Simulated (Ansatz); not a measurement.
# AlNH (quartet): B2PLYP, RPA-PBE over a scan of the distance N2–H3, 6-31G, part 1 of 2

Aim: run AlNH (quartet) with these functionals over a scan of the distance N2–H3, and hold them against the top wave-function level at the same points.

The runs use Ansatz 0.2.0, Gaussian basis; 6-31G, all electrons in the functionals, frozen cores in the correlation of double hybrids and RPA.

To be run: B2PLYP, RPA-PBE, at 0.804 Å; 0.941 Å; 1.028 Å; 1.121 Å; 1.256 Å; 1.403 Å; 1.663 Å; 1.867 Å; 2.249 Å; 2.727 Å; 3.574 Å.

20 further runs of the same task are left out: 6 for a known fault of the program, 12 that didn't finish, 2 set aside as unsound or not needed.

## 1. The system

The geometry derives from a PBE0/def2-TZVP stationary point (not a proven minimum). One bond is set to the value named and the two fragments are kept rigid.

3 atoms, charge 0, spin multiplicity 4.

Atoms are counted from 1 here; the program's logs count them from 0.

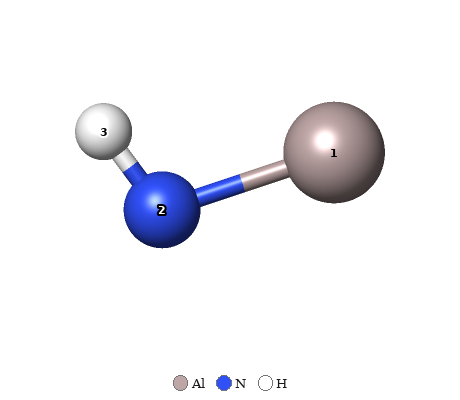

The geometry (aluminium light grey, nitrogen blue, hydrogen white); atoms are numbered from 1 in the order of the file.

As a file:

```xyz
3
charge 0, multiplicity 4
Al    0.0000   -0.0319    0.6899
N     0.0000    0.1209   -1.2129
H     0.0000   -0.8261   -1.6143
```

No dispersion term is added.

The geometry shown and the zero of energy belong to the point 1.028 Å. The yardstick, FCI, and other wave-function levels (R restricted, U unrestricted, valence and pair active spaces) come from earlier runs.

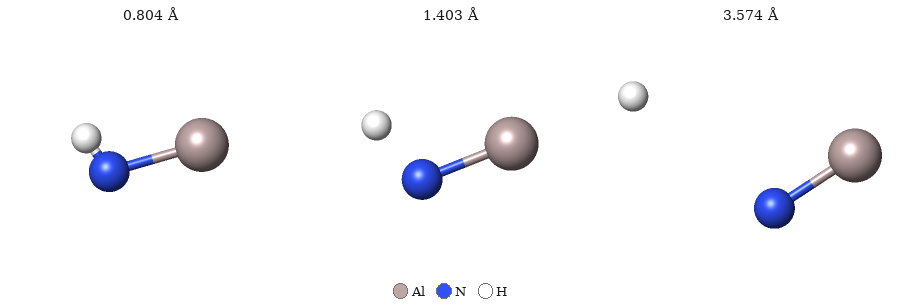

Three points of the scan; sticks are drawn by distance.

## 2. B2PLYP, 0.804 Å

File in.yaml:

```yaml
crystal:
  periodic: [false, false, false]
  atoms:
    - {symbol: Al, position_ang: [0.000000, -0.036849, 0.687844]}
    - {symbol: N, position_ang: [0.000000, 0.115912, -1.215005]}
    - {symbol: H, position_ang: [0.000000, -0.624345, -1.528749]}
basis:
  gaussian: {orbitals: 6-31G}
magnetization: {spin_polarized: true, initial_magnetization: 3}
hamiltonian: {xc: {name: B2PLYP}}
correlation: {electrons: outside_noble_gas}
```

Command:

```sh
$ ansatz run in.yaml --threads 1 --pin off --events-out ev --progress --plain --max-ram 2393MiB
```

What it wrote:

```text
Functional definition: B2PLYP
  name "B2PLYP"
  cite "Grimme, J. Chem. Phys. 124, 034108 (2006) doi:10.1063/1.2148954"
  cite "Becke, Phys. Rev. A 38, 3098 (1988) doi:10.1103/PhysRevA.38.3098"
  cite "Lee, Yang & Parr, Phys. Rev. B 37, 785 (1988) doi:10.1103/PhysRevB.37.785"
  parameter a = 0.53
  parameter c = 0.27
  exchange = (1 - a)*b88_x + a*exact_x
  correlation = (1 - c)*lyp_c + c*(mp2_os + mp2_ss)
302 factors; integrals over basis functions are off by at most 2.9e-4 eV
mean field evaluation 1: about -8086.9629 eV, gradient 2.0e1 eV
mean field evaluation 2: about -8086.9624 eV, gradient 2.0e1 eV
mean field evaluation 4: about -8089.1270 eV, gradient 1.5e0 eV
mean field evaluation 8: about -8089.1536 eV, gradient 8.0e-2 eV
mean field evaluation 16: about -8089.1538 eV, gradient 3.9e-5 eV
mean field evaluation 32: about -8089.1538 eV, gradient 4.0e-2 eV
mean field -8089.15383373 eV, -297.2709203643 hartree, gradient 8.7e-6 eV, S^2 3.763336; 4 other end points of the search recorded, 0 dependent functions left out
6 core orbitals not correlated: weight in the atoms' cores, before any rotation towards them, 1.000 or more for the frozen orbitals, at most 0.000 for the correlated occupied ones
reference -8089.15394857 eV, -297.2709245844 hartree; 6, 3 occupied and 12, 15 virtual orbitals, 302 factors
second order -3.16419191 eV of doubles, -0.00000000 eV of singles
Total energy: -8090.00828038 eV, -297.3023206995 hartree
```

It took 1.2 s on 1 thread of Arm Neoverse V2, shared host.

From the report: ⟨S²⟩ of the determinant 3.763 (pure quartet: 3.75).

## 3. B2PLYP, 0.941 Å

File in.yaml:

```yaml
crystal:
  periodic: [false, false, false]
  atoms:
    - {symbol: Al, position_ang: [0.000000, -0.033822, 0.689127]}
    - {symbol: N, position_ang: [0.000000, 0.118939, -1.213722]}
    - {symbol: H, position_ang: [0.000000, -0.747456, -1.580927]}
basis:
  gaussian: {orbitals: 6-31G}
magnetization: {spin_polarized: true, initial_magnetization: 3}
hamiltonian: {xc: {name: B2PLYP}}
correlation: {electrons: outside_noble_gas}
```

The command is unchanged.

What it wrote (excerpt; [...] marks lines left out):

```text
Functional definition: B2PLYP
  name "B2PLYP"
  cite "Grimme, J. Chem. Phys. 124, 034108 (2006) doi:10.1063/1.2148954"
  cite "Becke, Phys. Rev. A 38, 3098 (1988) doi:10.1103/PhysRevA.38.3098"
  cite "Lee, Yang & Parr, Phys. Rev. B 37, 785 (1988) doi:10.1103/PhysRevB.37.785"
[...]
302 factors; integrals over basis functions are off by at most 3.2e-4 eV
[...]
mean field -8090.75134945 eV, -297.3296279840 hartree, gradient 3.7e-6 eV, S^2 3.764389; 4 other end points of the search recorded, 0 dependent functions left out
6 core orbitals not correlated: weight in the atoms' cores, before any rotation towards them, 1.000 or more for the frozen orbitals, at most 0.000 for the correlated occupied ones
reference -8090.75146277 eV, -297.3296321486 hartree; 6, 3 occupied and 12, 15 virtual orbitals, 302 factors
second order -3.34599987 eV of doubles, -0.00000000 eV of singles
Total energy: -8091.65488274 eV, -297.3628322199 hartree
```

Run time: 1.2 s. Hardware: 1 thread of Arm Neoverse V2, shared host.

From the report: ⟨S²⟩ of the determinant 3.764 (pure quartet: 3.75).

## 4. B2PLYP, 1.028 Å

File in.yaml:

```yaml
crystal:
  periodic: [false, false, false]
  atoms:
    - {symbol: Al, position_ang: [0.000000, -0.031887, 0.689947]}
    - {symbol: N, position_ang: [0.000000, 0.120874, -1.212902]}
    - {symbol: H, position_ang: [0.000000, -0.826124, -1.614269]}
basis:
  gaussian: {orbitals: 6-31G}
magnetization: {spin_polarized: true, initial_magnetization: 3}
hamiltonian: {xc: {name: B2PLYP}}
correlation: {electrons: outside_noble_gas}
```

Same command.

What it wrote (excerpt; [...] marks lines left out):

```text
Functional definition: B2PLYP
  name "B2PLYP"
  cite "Grimme, J. Chem. Phys. 124, 034108 (2006) doi:10.1063/1.2148954"
  cite "Becke, Phys. Rev. A 38, 3098 (1988) doi:10.1103/PhysRevA.38.3098"
  cite "Lee, Yang & Parr, Phys. Rev. B 37, 785 (1988) doi:10.1103/PhysRevB.37.785"
[...]
302 factors; integrals over basis functions are off by at most 2.8e-4 eV
[...]
mean field -8090.95401063 eV, -297.3370756451 hartree, gradient 7.5e-6 eV, S^2 3.765400; 4 other end points of the search recorded, 0 dependent functions left out
6 core orbitals not correlated: weight in the atoms' cores, before any rotation towards them, 1.000 or more for the frozen orbitals, at most 0.000 for the correlated occupied ones
reference -8090.95412372 eV, -297.3370798010 hartree; 6, 3 occupied and 12, 15 virtual orbitals, 302 factors
second order -3.46660553 eV of doubles, -0.00000000 eV of singles
Total energy: -8091.89010721 eV, -297.3714765600 hartree
```

Wall time 1.1 s (1 thread of Arm Neoverse V2, shared host).

From the report: ⟨S²⟩ of the determinant 3.765 (pure quartet: 3.75).

## 5. B2PLYP, 1.121 Å

File in.yaml:

```yaml
crystal:
  periodic: [false, false, false]
  atoms:
    - {symbol: Al, position_ang: [0.000000, -0.029844, 0.690813]}
    - {symbol: N, position_ang: [0.000000, 0.122917, -1.212036]}
    - {symbol: H, position_ang: [0.000000, -0.909208, -1.649482]}
basis:
  gaussian: {orbitals: 6-31G}
magnetization: {spin_polarized: true, initial_magnetization: 3}
hamiltonian: {xc: {name: B2PLYP}}
correlation: {electrons: outside_noble_gas}
```

Launched as before.

What it wrote (excerpt; [...] marks lines left out):

```text
Functional definition: B2PLYP
  name "B2PLYP"
  cite "Grimme, J. Chem. Phys. 124, 034108 (2006) doi:10.1063/1.2148954"
  cite "Becke, Phys. Rev. A 38, 3098 (1988) doi:10.1103/PhysRevA.38.3098"
  cite "Lee, Yang & Parr, Phys. Rev. B 37, 785 (1988) doi:10.1103/PhysRevB.37.785"
[...]
302 factors; integrals over basis functions are off by at most 2.6e-4 eV
[...]
mean field -8090.82211356 eV, -297.3322285173 hartree, gradient 8.6e-7 eV, S^2 3.766992; 4 other end points of the search recorded, 0 dependent functions left out
6 core orbitals not correlated: weight in the atoms' cores, before any rotation towards them, 1.000 or more for the frozen orbitals, at most 0.000 for the correlated occupied ones
reference -8090.82222685 eV, -297.3322326805 hartree; 6, 3 occupied and 12, 15 virtual orbitals, 302 factors
second order -3.59723705 eV of doubles, -0.00000000 eV of singles
Total energy: -8091.79348085 eV, -297.3679256067 hartree
```

Wall time 1.2 s (1 thread of Arm Neoverse V2, shared host).

From the report: ⟨S²⟩ of the determinant 3.767 (pure quartet: 3.75).

From 1.028 Å: +2.2 kcal/mol.

## 6. B2PLYP, 1.256 Å

File in.yaml:

```yaml
crystal:
  periodic: [false, false, false]
  atoms:
    - {symbol: Al, position_ang: [0.000000, -0.026861, 0.692078]}
    - {symbol: N, position_ang: [0.000000, 0.125900, -1.210771]}
    - {symbol: H, position_ang: [0.000000, -1.030521, -1.700899]}
basis:
  gaussian: {orbitals: 6-31G}
magnetization: {spin_polarized: true, initial_magnetization: 3}
hamiltonian: {xc: {name: B2PLYP}}
correlation: {electrons: outside_noble_gas}
```

Same command.

What it wrote (excerpt; [...] marks lines left out):

```text
Functional definition: B2PLYP
  name "B2PLYP"
  cite "Grimme, J. Chem. Phys. 124, 034108 (2006) doi:10.1063/1.2148954"
  cite "Becke, Phys. Rev. A 38, 3098 (1988) doi:10.1103/PhysRevA.38.3098"
  cite "Lee, Yang & Parr, Phys. Rev. B 37, 785 (1988) doi:10.1103/PhysRevB.37.785"
[...]
302 factors; integrals over basis functions are off by at most 2.5e-4 eV
[...]
mean field -8090.31785843 eV, -297.3136974830 hartree, gradient 5.2e-6 eV, S^2 3.771222; 4 other end points of the search recorded, 0 dependent functions left out
6 core orbitals not correlated: weight in the atoms' cores, before any rotation towards them, 1.000 or more for the frozen orbitals, at most 0.000 for the correlated occupied ones
reference -8090.31797180 eV, -297.3137016491 hartree; 6, 3 occupied and 12, 15 virtual orbitals, 302 factors
second order -3.79462735 eV of doubles, -0.00000000 eV of singles
Total energy: -8091.34252118 eV, -297.3513531445 hartree
```

It took 1.3 s on 1 thread of Arm Neoverse V2, shared host.

From the report: ⟨S²⟩ of the determinant 3.771 (pure quartet: 3.75).

From 1.028 Å: +12.6 kcal/mol.

## 7. B2PLYP, 1.403 Å

File in.yaml:

```yaml
crystal:
  periodic: [false, false, false]
  atoms:
    - {symbol: Al, position_ang: [0.000000, -0.023612, 0.693454]}
    - {symbol: N, position_ang: [0.000000, 0.129149, -1.209395]}
    - {symbol: H, position_ang: [0.000000, -1.162619, -1.756886]}
basis:
  gaussian: {orbitals: 6-31G}
magnetization: {spin_polarized: true, initial_magnetization: 3}
hamiltonian: {xc: {name: B2PLYP}}
correlation: {electrons: outside_noble_gas}
```

Launched as before.

What it wrote (excerpt; [...] marks lines left out):

```text
Functional definition: B2PLYP
  name "B2PLYP"
  cite "Grimme, J. Chem. Phys. 124, 034108 (2006) doi:10.1063/1.2148954"
  cite "Becke, Phys. Rev. A 38, 3098 (1988) doi:10.1103/PhysRevA.38.3098"
  cite "Lee, Yang & Parr, Phys. Rev. B 37, 785 (1988) doi:10.1103/PhysRevB.37.785"
[...]
302 factors; integrals over basis functions are off by at most 2.6e-4 eV
[...]
mean field -8089.62010165 eV, -297.2880553941 hartree, gradient 7.9e-6 eV, S^2 3.781804; 9 other end points of the search recorded, 0 dependent functions left out
6 core orbitals not correlated: weight in the atoms' cores, before any rotation towards them, 1.000 or more for the frozen orbitals, at most 0.000 for the correlated occupied ones
reference -8089.62021787 eV, -297.2880596652 hartree; 6, 3 occupied and 12, 15 virtual orbitals, 302 factors
second order -4.01851686 eV of doubles, -0.00000000 eV of singles
Total energy: -8090.70521742 eV, -297.3279326633 hartree
```

It took 3.3 s on 1 thread of Arm Neoverse V2, shared host.

From the report: ⟨S²⟩ of the determinant 3.782 (pure quartet: 3.75).

From 1.028 Å: +27.3 kcal/mol.

## 8. B2PLYP, 1.663 Å

File in.yaml:

```yaml
crystal:
  periodic: [false, false, false]
  atoms:
    - {symbol: Al, position_ang: [0.000000, -0.017867, 0.695889]}
    - {symbol: N, position_ang: [0.000000, 0.134894, -1.206960]}
    - {symbol: H, position_ang: [0.000000, -1.396260, -1.855910]}
basis:
  gaussian: {orbitals: 6-31G}
magnetization: {spin_polarized: true, initial_magnetization: 3}
hamiltonian: {xc: {name: B2PLYP}}
correlation: {electrons: outside_noble_gas}
```

Same command.

What it wrote (excerpt; [...] marks lines left out):

```text
Functional definition: B2PLYP
  name "B2PLYP"
  cite "Grimme, J. Chem. Phys. 124, 034108 (2006) doi:10.1063/1.2148954"
  cite "Becke, Phys. Rev. A 38, 3098 (1988) doi:10.1103/PhysRevA.38.3098"
  cite "Lee, Yang & Parr, Phys. Rev. B 37, 785 (1988) doi:10.1103/PhysRevB.37.785"
[...]
302 factors; integrals over basis functions are off by at most 2.1e-4 eV
[...]
mean field -8089.10503123 eV, -297.2691269053 hartree, gradient 8.4e-6 eV, S^2 3.795791; 9 other end points of the search recorded, 0 dependent functions left out
6 core orbitals not correlated: weight in the atoms' cores, before any rotation towards them, 1.000 or more for the frozen orbitals, at most 0.000 for the correlated occupied ones
reference -8089.10514886 eV, -297.2691312282 hartree; 6, 3 occupied and 12, 15 virtual orbitals, 302 factors
second order -3.45197234 eV of doubles, -0.00000000 eV of singles
Total energy: -8090.03718139 eV, -297.3033827921 hartree
```

It took 5.5 s on 1 thread of Arm Neoverse V2, shared host.

From the report: ⟨S²⟩ of the determinant 3.796 (pure quartet: 3.75).

From 1.028 Å: +42.7 kcal/mol.

## 9. B2PLYP, 1.867 Å

File in.yaml:

```yaml
crystal:
  periodic: [false, false, false]
  atoms:
    - {symbol: Al, position_ang: [0.000000, -0.013359, 0.697800]}
    - {symbol: N, position_ang: [0.000000, 0.139402, -1.205049]}
    - {symbol: H, position_ang: [0.000000, -1.579578, -1.933606]}
basis:
  gaussian: {orbitals: 6-31G}
magnetization: {spin_polarized: true, initial_magnetization: 3}
hamiltonian: {xc: {name: B2PLYP}}
correlation: {electrons: outside_noble_gas}
```

Launched as before.

What it wrote (excerpt; [...] marks lines left out):

```text
Functional definition: B2PLYP
  name "B2PLYP"
  cite "Grimme, J. Chem. Phys. 124, 034108 (2006) doi:10.1063/1.2148954"
  cite "Becke, Phys. Rev. A 38, 3098 (1988) doi:10.1103/PhysRevA.38.3098"
  cite "Lee, Yang & Parr, Phys. Rev. B 37, 785 (1988) doi:10.1103/PhysRevB.37.785"
[...]
302 factors; integrals over basis functions are off by at most 2.0e-4 eV
[...]
mean field -8089.28100619 eV, -297.2755938661 hartree, gradient 3.0e-6 eV, S^2 3.814050; 6 other end points of the search recorded, 0 dependent functions left out
6 core orbitals not correlated: weight in the atoms' cores, before any rotation towards them, 1.000 or more for the frozen orbitals, at most 0.000 for the correlated occupied ones
reference -8089.28112622 eV, -297.2755982769 hartree; 6, 3 occupied and 12, 15 virtual orbitals, 302 factors
second order -3.33795778 eV of doubles, -0.00000000 eV of singles
Total energy: -8090.18237482 eV, -297.3087185521 hartree
```

Run time: 1.6 s. Hardware: 1 thread of Arm Neoverse V2, shared host.

From the report: ⟨S²⟩ of the determinant 3.814 (pure quartet: 3.75).

From 1.028 Å: +39.4 kcal/mol.

## 10. B2PLYP, 2.249 Å

File in.yaml:

```yaml
crystal:
  periodic: [false, false, false]
  atoms:
    - {symbol: Al, position_ang: [0.000000, -0.004917, 0.701378]}
    - {symbol: N, position_ang: [0.000000, 0.147844, -1.201471]}
    - {symbol: H, position_ang: [0.000000, -1.922851, -2.079096]}
basis:
  gaussian: {orbitals: 6-31G}
magnetization: {spin_polarized: true, initial_magnetization: 3}
hamiltonian: {xc: {name: B2PLYP}}
correlation: {electrons: outside_noble_gas}
```

The command is unchanged.

What it wrote (excerpt; [...] marks lines left out):

```text
Functional definition: B2PLYP
  name "B2PLYP"
  cite "Grimme, J. Chem. Phys. 124, 034108 (2006) doi:10.1063/1.2148954"
  cite "Becke, Phys. Rev. A 38, 3098 (1988) doi:10.1103/PhysRevA.38.3098"
  cite "Lee, Yang & Parr, Phys. Rev. B 37, 785 (1988) doi:10.1103/PhysRevB.37.785"
[...]
302 factors; integrals over basis functions are off by at most 2.0e-4 eV
[...]
mean field -8089.40748506 eV, -297.2802418786 hartree, gradient 2.0e-6 eV, S^2 3.825957; 5 other end points of the search recorded, 0 dependent functions left out
6 core orbitals not correlated: weight in the atoms' cores, before any rotation towards them, 1.000 or more for the frozen orbitals, at most 0.000 for the correlated occupied ones
reference -8089.40760911 eV, -297.2802464375 hartree; 6, 3 occupied and 12, 15 virtual orbitals, 302 factors
second order -3.13929738 eV of doubles, -0.00000000 eV of singles
Total energy: -8090.25521941 eV, -297.3113955412 hartree
```

Run time: 1.6 s. Hardware: 1 thread of Arm Neoverse V2, shared host.

From the report: ⟨S²⟩ of the determinant 3.826 (pure quartet: 3.75).

From 1.028 Å: +37.7 kcal/mol.

## 11. B2PLYP, 2.727 Å

File in.yaml:

```yaml
crystal:
  periodic: [false, false, false]
  atoms:
    - {symbol: Al, position_ang: [0.000000, 0.005645, 0.705855]}
    - {symbol: N, position_ang: [0.000000, 0.158406, -1.196994]}
    - {symbol: H, position_ang: [0.000000, -2.352392, -2.261148]}
basis:
  gaussian: {orbitals: 6-31G}
magnetization: {spin_polarized: true, initial_magnetization: 3}
hamiltonian: {xc: {name: B2PLYP}}
correlation: {electrons: outside_noble_gas}
```

The command is unchanged.

What it wrote (excerpt; [...] marks lines left out):

```text
Functional definition: B2PLYP
  name "B2PLYP"
  cite "Grimme, J. Chem. Phys. 124, 034108 (2006) doi:10.1063/1.2148954"
  cite "Becke, Phys. Rev. A 38, 3098 (1988) doi:10.1103/PhysRevA.38.3098"
  cite "Lee, Yang & Parr, Phys. Rev. B 37, 785 (1988) doi:10.1103/PhysRevB.37.785"
[...]
305 factors; integrals over basis functions are off by at most 1.8e-4 eV
[...]
mean field -8089.46629755 eV, -297.2824031978 hartree, gradient 2.6e-6 eV, S^2 3.793423; 6 other end points of the search recorded, 0 dependent functions left out
6 core orbitals not correlated: weight in the atoms' cores, before any rotation towards them, 1.000 or more for the frozen orbitals, at most 0.000 for the correlated occupied ones
reference -8089.46642837 eV, -297.2824080055 hartree; 6, 3 occupied and 12, 15 virtual orbitals, 305 factors
second order -2.92429603 eV of doubles, -0.00000000 eV of singles
Total energy: -8090.25598830 eV, -297.3114237977 hartree
```

Run time: 2.4 s. Hardware: 1 thread of Arm Neoverse V2, shared host.

From the report: ⟨S²⟩ of the determinant 3.793 (pure quartet: 3.75).

From 1.028 Å: +37.7 kcal/mol.

## 12. B2PLYP, 3.574 Å

File in.yaml:

```yaml
crystal:
  periodic: [false, false, false]
  atoms:
    - {symbol: Al, position_ang: [0.000000, 0.024362, 0.713787]}
    - {symbol: N, position_ang: [0.000000, 0.177123, -1.189062]}
    - {symbol: H, position_ang: [0.000000, -3.113523, -2.583739]}
basis:
  gaussian: {orbitals: 6-31G}
magnetization: {spin_polarized: true, initial_magnetization: 3}
hamiltonian: {xc: {name: B2PLYP}}
correlation: {electrons: outside_noble_gas}
```

Launched as before.

What it wrote (excerpt; [...] marks lines left out):

```text
Functional definition: B2PLYP
  name "B2PLYP"
  cite "Grimme, J. Chem. Phys. 124, 034108 (2006) doi:10.1063/1.2148954"
  cite "Becke, Phys. Rev. A 38, 3098 (1988) doi:10.1103/PhysRevA.38.3098"
  cite "Lee, Yang & Parr, Phys. Rev. B 37, 785 (1988) doi:10.1103/PhysRevB.37.785"
[...]
304 factors; integrals over basis functions are off by at most 1.1e-4 eV
[...]
mean field -8089.50133834 eV, -297.2836909230 hartree, gradient 2.7e-6 eV, S^2 3.758257; 8 other end points of the search recorded, 0 dependent functions left out
6 core orbitals not correlated: weight in the atoms' cores, before any rotation towards them, 1.000 or more for the frozen orbitals, at most 0.000 for the correlated occupied ones
reference -8089.50148136 eV, -297.2836961791 hartree; 6, 3 occupied and 12, 15 virtual orbitals, 304 factors
second order -2.85595867 eV of doubles, -0.00000000 eV of singles
Total energy: -8090.27259021 eV, -297.3120339063 hartree
```

Run time: 3.4 s. Hardware: 1 thread of Arm Neoverse V2, shared host.

From the report: ⟨S²⟩ of the determinant 3.758 (pure quartet: 3.75).

From 1.028 Å: +37.3 kcal/mol.

## 13. RPA-PBE, 0.804 Å

File in.yaml:

```yaml
crystal:
  periodic: [false, false, false]
  atoms:
    - {symbol: Al, position_ang: [0.000000, -0.036849, 0.687844]}
    - {symbol: N, position_ang: [0.000000, 0.115912, -1.215005]}
    - {symbol: H, position_ang: [0.000000, -0.624345, -1.528749]}
basis:
  gaussian: {orbitals: 6-31G}
magnetization: {spin_polarized: true, initial_magnetization: 3}
hamiltonian: {xc: {name: PBE}}
correlation: {method: rpa, electrons: outside_noble_gas}
```

The command is unchanged.

What it wrote (excerpt; [...] marks lines left out):

```text
Functional definition: PBE
  name "PBE"
  cite "Perdew, Burke & Ernzerhof, Phys. Rev. Lett. 77, 3865 (1996) doi:10.1103/PhysRevLett.77.3865"
  parent pbe
[...]
302 factors; integrals over basis functions are off by at most 2.9e-4 eV
[...]
mean field -8089.81856224 eV, -297.2953486865 hartree, gradient 4.4e-6 eV, S^2 3.752581; 11 other end points of the search recorded, 0 dependent functions left out
6 core orbitals not correlated: weight in the atoms' cores, before any rotation towards them, 1.000 or more for the frozen orbitals, at most 0.000 for the correlated occupied ones
reference -8073.68903939 eV, -296.7025996548 hartree; 6, 3 occupied and 12, 15 virtual orbitals, 302 factors
Total energy: -8078.83971387 eV, -296.8918834506 hartree
```

It took 4.1 s on 1 thread of Arm Neoverse V2, shared host.

From the report: ⟨S²⟩ of the determinant 3.753 (pure quartet: 3.75).

(Continued in part 2 of 2.)
